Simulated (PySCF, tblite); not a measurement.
# C3H8AlClO: geometry, infrared bands and NMR shifts

Aim: predict the infrared bands and NMR shifts of C3H8AlClO (`C=C[O+](C)[AlH2-][Cl]`).

The runs use tblite 0.8.0 and PySCF 2.14.0, with density-fitted response routines of our own; the level of theory stands in each step. All values are computed, except where a source is named. Atoms are numbered from 0 throughout.

## 1. The molecule as given

14 atoms, charge 0, multiplicity 1; geometry from: force field or distance geometry start.

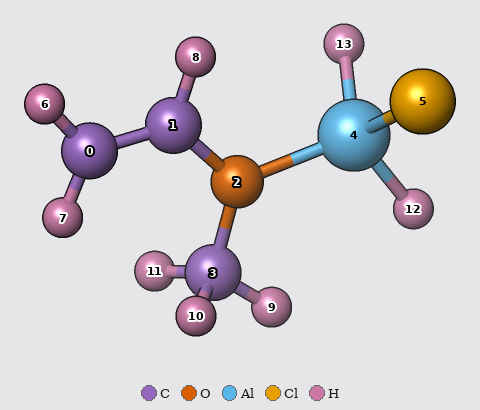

The starting geometry (carbon purple, oxygen orange, aluminium blue, chlorine amber, hydrogen pink), atoms numbered.

## 2. Relaxing the molecule with GFN2-xTB

The job: settings as JSON, then the geometry in Å.

```
{"job": {"kind": "relax", "xc": "GFN2-xTB", "basis": "xTB"}, "charge": 0, "multiplicity": 1}
C     -0.925900     1.912300    -0.656000
C      0.113900     1.191800    -0.286400
O      0.059200    -0.195100     0.016500
C     -1.171100    -0.931200    -0.088500
Al     1.630300    -1.060900     0.544800
Cl     2.391200    -0.131900     2.389500
H     -0.809800     2.973400    -0.865700
H     -1.915300     1.493500    -0.761100
H      1.075600     1.696900    -0.191400
H     -1.029600    -2.009000     0.189300
H     -1.927800    -0.519600     0.616200
H     -1.563200    -0.901500    -1.117800
H      1.345700    -2.608200     0.810300
H      2.726200    -0.911300    -0.622000
```

The run is started by

```sh
OMP_NUM_THREADS=1 python probes_run.py task.json out
```

The driver reads the jobs from task.json and runs them one after another.

The log of the run:

```text
step      E/eV     max force
  0    -550.78700    2.483
  1    -550.95469    1.945
  2    -551.20470    1.271
  3    -551.25155    0.551
  4    -551.29487    0.369
  5    -551.31748    0.449
  6    -551.33010    0.395
  7    -551.34120    0.303
  8    -551.34825    0.224
  9    -551.35252    0.157
 10    -551.35578    0.195
 11    -551.36063    0.224
 12    -551.36696    0.225
 13    -551.37262    0.231
 14    -551.37590    0.126
 15    -551.37736    0.105
 16    -551.37874    0.100
 17    -551.38036    0.106
 18    -551.38170    0.111
 19    -551.38263    0.076
 20    -551.38329    0.062
 21    -551.38389    0.079
 22    -551.38452    0.091
 23    -551.38519    0.082
 24    -551.38586    0.059
 25    -551.38644    0.074
 26    -551.38692    0.057
 27    -551.38736    0.066
 28    -551.38786    0.068
 29    -551.38849    0.080
 30    -551.38921    0.080
 31    -551.38993    0.072
 32    -551.39057    0.070
 33    -551.39111    0.077
 34    -551.39155    0.072
 35    -551.39186    0.042
 36    -551.39202    0.039
 37    -551.39210    0.021
 38    -551.39214    0.018
 39    -551.39216    0.014
 40    -551.39218    0.017
 41    -551.39222    0.021
 42    -551.39228    0.024
 43    -551.39235    0.026
 44    -551.39240    0.023
 45    -551.39247    0.023
 46    -551.39257    0.033
 47    -551.39274    0.042
 48    -551.39298    0.043
 49    -551.39322    0.035
 50    -551.39341    0.033
 51    -551.39360    0.041
 52    -551.39383    0.052
 53    -551.39406    0.041
 54    -551.39422    0.033
 55    -551.39434    0.031
 56    -551.39447    0.037
 57    -551.39467    0.051
 58    -551.39488    0.046
 59    -551.39503    0.026
 60    -551.39512    0.024
 61    -551.39522    0.030
 62    -551.39539    0.040
 63    -551.39563    0.049
 64    -551.39585    0.041
 65    -551.39600    0.035
 66    -551.39608    0.022
 67    -551.39614    0.018
 68    -551.39618    0.019
 69    -551.39620    0.018
 70    -551.39624    0.020
 71    -551.39629    0.026
 72    -551.39635    0.032
 73    -551.39643    0.029
 74    -551.39649    0.014
 75    -551.39651    0.011
 76    -551.39652    0.011
 77    -551.39655    0.017
 78    -551.39659    0.020
 79    -551.39664    0.017
 80    -551.39667    0.015
 81    -551.39671    0.014
 82    -551.39675    0.018
 83    -551.39679    0.019
 84    -551.39682    0.013
 85    -551.39683    0.007
```

Wall time 1.7 s (1 thread of AMD EPYC, shared host); peak memory 0.18 GiB.

Step by step: (not every step is listed)

| step | energy from step 0 (eV) | largest force (eV/Å) |
| --- | --- | --- |
| 0 | 0.0000 | 2.4832 |
| 1 | -0.1677 | 1.9447 |
| 2 | -0.4177 | 1.2712 |
| 3 | -0.4645 | 0.5511 |
| 4 | -0.5079 | 0.3686 |
| 5 | -0.5305 | 0.4489 |
| 6 | -0.5431 | 0.3947 |
| 7 | -0.5542 | 0.3034 |
| 8 | -0.5612 | 0.2242 |
| 15 | -0.5904 | 0.1053 |
| 22 | -0.5975 | 0.0909 |
| 29 | -0.6015 | 0.0803 |
| 36 | -0.6050 | 0.0388 |
| 43 | -0.6053 | 0.0262 |
| 50 | -0.6064 | 0.0325 |
| 57 | -0.6077 | 0.0509 |
| 64 | -0.6088 | 0.0412 |
| 71 | -0.6093 | 0.0260 |
| 78 | -0.6096 | 0.0202 |
| 80 | -0.6097 | 0.0148 |
| 81 | -0.6097 | 0.0145 |
| 82 | -0.6097 | 0.0181 |
| 83 | -0.6098 | 0.0190 |
| 84 | -0.6098 | 0.0133 |
| 85 | -0.6098 | 0.0073 |

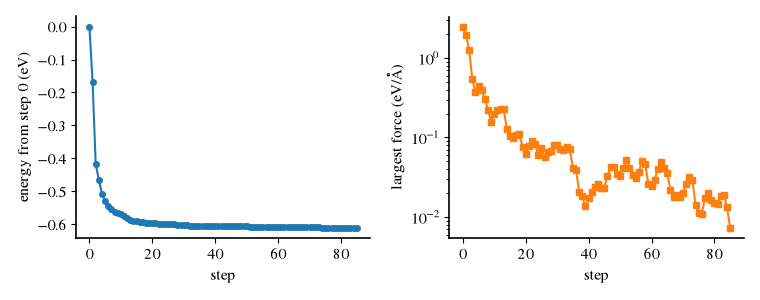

Energy and force, step by step.

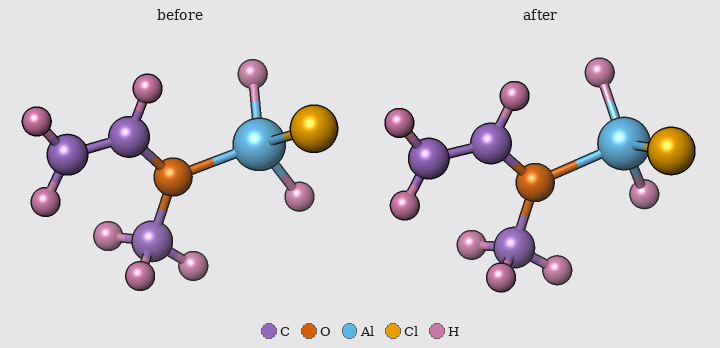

The geometry before (left) and after (right).

Close pairs (by a distance rule), those that changed most:

| bond | before (Å) | after (Å) | change (Å) |
| --- | --- | --- | --- |
| Al4–Cl5 | 2.201 | 2.046 | -0.155 |
| O2–Al4 | 1.870 | 1.957 | +0.087 |
| C1–O2 | 1.421 | 1.367 | -0.053 |
| Al4–H13 | 1.608 | 1.555 | -0.053 |
| Al4–H12 | 1.596 | 1.555 | -0.040 |
| C3–H9 | 1.122 | 1.090 | -0.032 |
| O2–C3 | 1.438 | 1.412 | -0.026 |
| C3–H10 | 1.113 | 1.093 | -0.020 |

The end geometry stands in the next job.

## 3. Harmonic vibrations with GFN2-xTB

The job: settings as JSON, then the geometry in Å.

```
{"job": {"kind": "ir", "xc": "GFN2-xTB", "basis": "xTB"}, "charge": 0, "multiplicity": 1}
C     -0.887918     1.832605    -0.715643
C      0.118313     1.075856    -0.322959
O      0.075791    -0.244920     0.028670
C     -1.177674    -0.894776     0.020810
Al     1.776035    -1.046237     0.575280
Cl     2.088173    -0.304308     2.455922
H     -0.712647     2.861352    -0.967370
H     -1.901556     1.484681    -0.804254
H      1.136000     1.438788    -0.240043
H     -0.988861    -1.911176     0.365459
H     -1.874582    -0.398431     0.700481
H     -1.592087    -0.918790    -0.990317
H      1.295535    -2.519649     0.442602
H      2.644798    -0.455469    -0.570803
```

The log of the run:

```text
mode    cm-1     km/mol
  1      23.0      0.51
  2      67.9      0.90
  3     133.2      1.62
  4     172.3      1.24
  5     244.6      3.22
  6     261.7      6.93
  7     266.6      8.88
  8     321.1      5.77
  9     423.1     63.60
 10     516.8      3.81
 11     521.3     11.83
 12     573.9      2.46
 13     662.1      2.25
 14     689.9    658.73
 15     807.3    439.63
 16     857.8     12.78
 17     903.0     93.74
 18     981.3     40.16
 19    1004.5      7.85
 20    1126.7      0.76
 21    1146.9      1.97
 22    1163.9    109.63
 23    1269.0      6.11
 24    1378.0      6.31
 25    1401.3     11.98
 26    1448.7     11.60
 27    1468.2     10.59
 28    1708.4    117.90
 29    1726.4    415.47
 30    1744.9    121.48
 31    2971.3     15.94
 32    2976.6      9.80
 33    3015.8      0.32
 34    3037.8     10.08
 35    3131.1      7.18
 36    3166.4      7.48
```

It took 0.97 s on 1 thread of AMD EPYC, shared host; peak memory 0.18 GiB.

The strongest bands and the atoms that carry them (share of the mass-weighted mode):

| cm⁻¹ | km/mol | atoms |
| --- | --- | --- |
| 423 | 63.6 | H12 45 %, H13 41 %, Al4 11 % |
| 690 | 658.7 | H12 50 %, H13 39 % |
| 807 | 439.6 | H13 48 %, H12 44 % |
| 903 | 93.7 | O2 29 %, C3 15 %, H9 14 %, C1 13 % |
| 1164 | 109.6 | O2 42 %, C1 25 %, C3 11 % |
| 1708 | 117.9 | C1 51 %, C0 41 % |
| 1726 | 415.5 | H12 58 %, H13 37 % |
| 1745 | 121.5 | H13 59 %, H12 39 % |

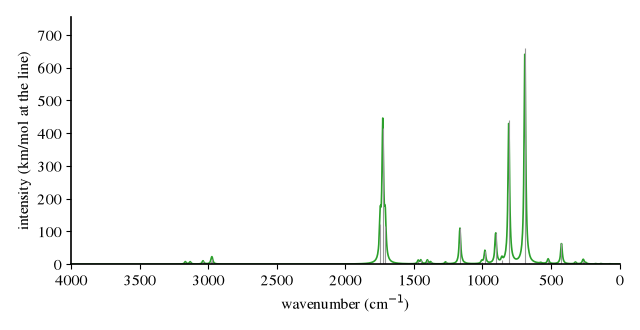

The infrared spectrum from these modes, unscaled. Lines are broadened to a width of 14 cm⁻¹ (Lorentzian).

## 4. NMR shieldings: PBE0/pcSseg-1

The job, as its differences from that of step 3:

```diff
@@ -1,2 +1,2 @@
-{"job": {"kind": "ir", "xc": "GFN2-xTB", "basis": "xTB"}, "charge": 0, "multiplicity": 1}
+{"job": {"kind": "nmr", "xc": "PBE0", "basis": "pcSseg-1"}, "charge": 0, "multiplicity": 1}
 C     -0.887918     1.832605    -0.715643
```

Method: GIAO PBE0/pcSseg-1 NMR shielding, non-relativistic, gas phase.

The log of the run:

```text
coarse grid: 12552 points
cycle   1  E = -896.3838541655  dE =  5.852e-01  |g| = 4.402e-01  |ddm| = 3.191e+00
cycle   2  E = -896.3810825886  dE =  2.772e-03  |g| = 4.768e-01  |ddm| = 7.414e-01
cycle   3  E = -896.4270896451  dE = -4.601e-02  |g| = 7.701e-02  |ddm| = 3.694e-01
cycle   4  E = -896.4283007641  dE = -1.211e-03  |g| = 3.198e-02  |ddm| = 7.977e-02
cycle   5  E = -896.4285212028  dE = -2.204e-04  |g| = 1.027e-02  |ddm| = 2.969e-02
cycle   6  E = -896.4285397596  dE = -1.856e-05  |g| = 3.491e-03  |ddm| = 8.204e-03
cycle   7  E = -896.4285421402  dE = -2.381e-06  |g| = 5.099e-04  |ddm| = 3.023e-03
final grid: 111448 points
cycle   8  E = -896.4731437176  dE = -3.641e-05  |g| = 1.114e-02  |ddm| = 2.937e-02
cycle   9  E = -896.4731202393  dE =  2.348e-05  |g| = 1.601e-02  |ddm| = 1.372e-02
cycle  10  E = -896.4731650404  dE = -4.480e-05  |g| = 1.986e-03  |ddm| = 8.978e-03
cycle  11  E = -896.4731659409  dE = -9.005e-07  |g| = 3.768e-04  |ddm| = 1.817e-03
cycle  12  E = -896.4731659704  dE = -2.952e-08  |g| = 1.353e-04  |ddm| = 3.297e-04
cycle  13  E = -896.4731659747  dE = -4.237e-09  |g| = 2.585e-05  |ddm| = 1.050e-04
cycle  14  E = -896.4731659748  dE = -1.469e-10  |g| = 4.917e-06  |ddm| = 2.276e-05
converged SCF energy = -896.4731659748

GIAO shielding tensors (ppm)
atom      isotropic    diamagn.    paramagn.     s11        s22        s33       span
  0 C       91.283     256.692    -165.409     -4.688    102.116    176.421    181.109
  1 C       30.743     254.292    -223.549    -76.189     64.782    103.636    179.825
  2 O      237.244     402.114    -164.870    141.979    276.329    293.425    151.446
  3 C      130.444     247.319    -116.875     98.293    112.940    180.100     81.807
  4 Al     403.619     796.083    -392.464    382.619    389.250    438.989     56.370
  5 Cl     984.939    1149.896    -164.956    868.607   1026.497   1059.715    191.108
  6 H       26.839      29.141      -2.302     25.176     25.485     29.856      4.680
  7 H       27.156      31.997      -4.841     24.265     25.209     31.995      7.730
  8 H       24.424      31.272      -6.848     20.133     23.783     29.355      9.222
  9 H       26.815      30.030      -3.215     22.092     26.780     31.573      9.481
 10 H       27.992      30.754      -2.762     24.941     25.236     33.797      8.856
 11 H       27.965      30.573      -2.608     24.679     25.068     34.149      9.470
 12 H       27.561      30.424      -2.863     23.902     26.480     32.303      8.401
 13 H       27.480      30.285      -2.805     24.151     25.748     32.541      8.389
```

Wall time 43 s (1 thread of AMD EPYC, shared host); peak memory 0.73 GiB.

Shifts follow as δ = σ(reference) − σ, with reference shieldings (ppm) from runs at the same level and on the same kind of geometry: 1H TMS 31.72, 13C TMS 186.9, 17O H2O 336.1, 27Al AlH4- 490.0, 35Cl HCl 950. The references are single molecules in the gas phase, so shifts against H2O, NH3, PH3, H3PO4 or CFCl3 are not on the usual liquid scales and can be off by tens of ppm. Shifts against hydride references such as AlH4− lie on their own scale. Atoms listed in one row are averaged.

| atoms | environment | σ (ppm) | δ (ppm) |
| --- | --- | --- | --- |
| C1 | alkene CH | 30.7 | 156.2 |
| C0 | terminal =CH2 carbon | 91.3 | 95.6 |
| C3 | methyl carbon bonded to O | 130.4 | 56.5 |
| H8 | hydrogen on an alkene CH | 24.42 | 7.29 |
| H6 | hydrogen on a terminal =CH2 carbon | 26.84 | 4.88 |
| H7 | hydrogen on a terminal =CH2 carbon | 27.16 | 4.56 |
| H12, H13 | hydrogen on an aluminium bonded to Cl, O | 27.52 | 4.20 |
| H9, H10, H11 | hydrogen on a methyl carbon bonded to O | 27.59 | 4.13 |
| O2 | donor oxygen of a Lewis adduct | 237.2 | 98.8 |
| Al4 | aluminium bonded to Cl, O, 2 H | 403.6 | 86.3 |
| Cl5 | chlorine bonded to Al | 985 | -35 |

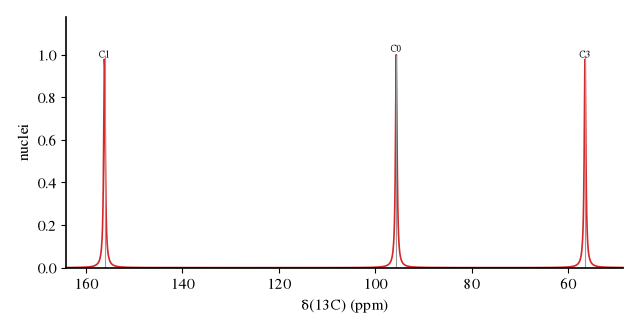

13C lines at the computed shifts, without couplings. Lines are broadened to a width of 0.40 ppm (Lorentzian).

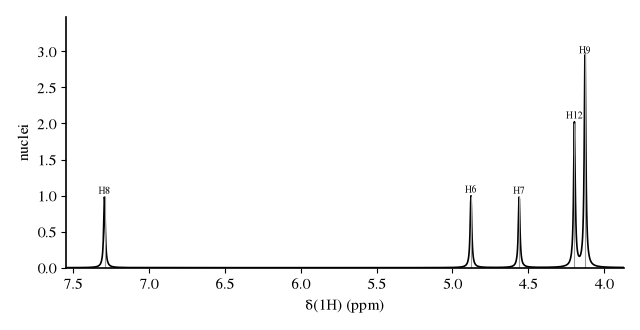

1H lines at the computed shifts, without couplings. Lines are broadened to a width of 0.01 ppm (Lorentzian).

The run also stored atomic charges by several schemes (e):

| atoms | Mulliken | IAO | Hirshfeld | ESP fit |
| --- | --- | --- | --- | --- |
| C0 | -0.25 | -0.38 | -0.12 | -0.52 |
| C1 | 0.15 | 0.06 | 0.05 | 0.01 |
| O2 | -0.62 | -0.28 | -0.02 | -0.03 |
| C3 | -0.03 | -0.21 | 0.00 | -0.28 |
| Al4 | 0.84 | 0.68 | 0.34 | 0.69 |
| Cl5 | -0.40 | -0.39 | -0.24 | -0.36 |

Hirshfeld charges:

C0 -0.12; C1 0.05; O2 -0.02; C3 0.00; Al4 0.34; Cl5 -0.24; H6 0.06; H7 0.05; H8 0.07; H9 0.07; H10 0.06; H11 0.06; H12 -0.19; H13 -0.19

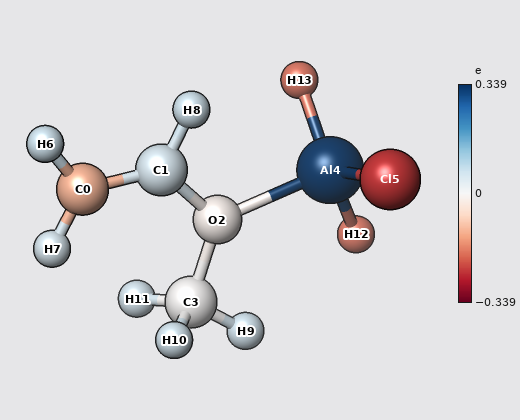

Hirshfeld charges, as colours on the atoms.

Mayer bond orders: C0–C1 1.98, C1–O2 0.84, O2–C3 0.82, O2–Al4 0.27, Al4–Cl5 0.95.

The fields below are evaluated on a grid from the run's orbitals.

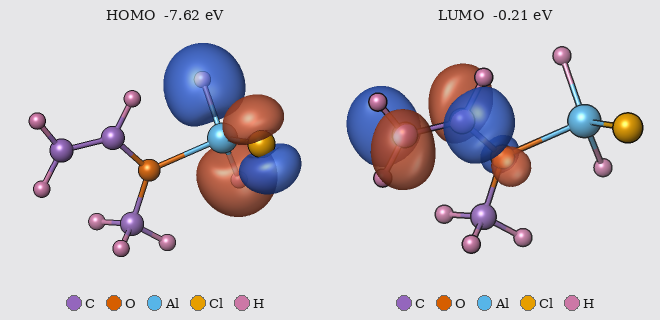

Frontier orbitals at PBE0/pcSseg-1; each surface holds 70 % of the orbital's density, blue and red mark the sign.

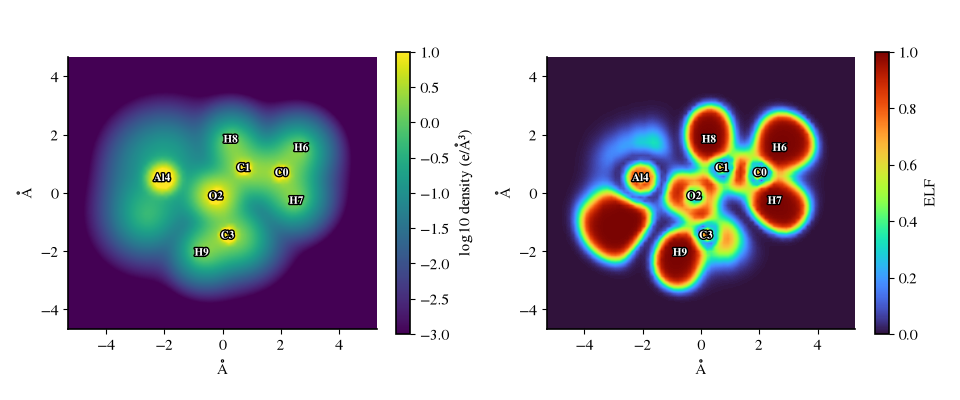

Density (left) and ELF (right) in a plane through or near 9 of the atoms.

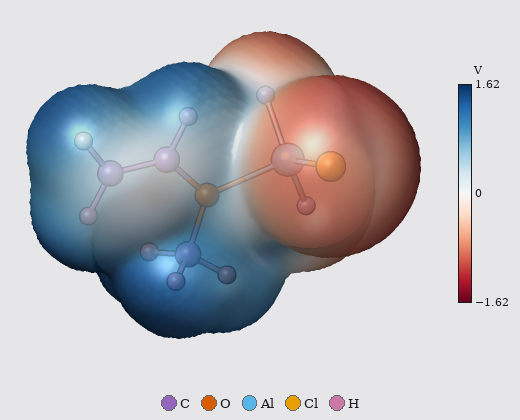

Electrostatic potential on the surface of density 0.002 e/bohr³; red is low, blue high. It runs, from the 1st to the 99th percentile, from -1.07 V near Cl5 to 1.62 V near H7.

## 5. What came out

| quantity | value |
| --- | --- |
| strongest single infrared mode (GFN2-xTB) | 690 cm⁻¹, 659 km/mol |
| zero-point energy (GFN2-xTB) | 61.9 kcal/mol |
| 13C shifts against TMS (PBE0/pcSseg-1) | 156.2, 95.6, 56.5 ppm |
| 1H shifts against TMS (PBE0/pcSseg-1, means over atoms taken as alike) | 7.29, 4.88, 4.56, 4.20, 4.13 ppm |
| 17O shifts against H2O (PBE0/pcSseg-1) | 98.8 ppm |
| 27Al shifts against AlH4- (PBE0/pcSseg-1) | 86.3 ppm |
| 35Cl shifts against HCl (PBE0/pcSseg-1) | -35 ppm |
| surface potential, 1st and 99th percentile | -1.07 V and 1.62 V |

In words: Relaxing lowered the energy by 0.610 eV in 85 steps; the close pair that moved most is Al4–Cl5, from 2.201 to 2.046 Å. No mode is imaginary among the 36: a minimum at this level. The strongest single mode, at 690 cm⁻¹, moves mainly H12 and H13. Unscaled tight-binding wavenumbers are off by several per cent, some by more. Its intensities can rank the bands wrongly. The most deshielded carbon is C1 (alkene CH), at 156.2 ppm: as expected for a trigonal carbon in a double bond. H8 (hydrogen on an alkene CH) lies farthest downfield among hydrogen, at 7.29 ppm; attached to an sp2 carbon and in the plane of the double bond.
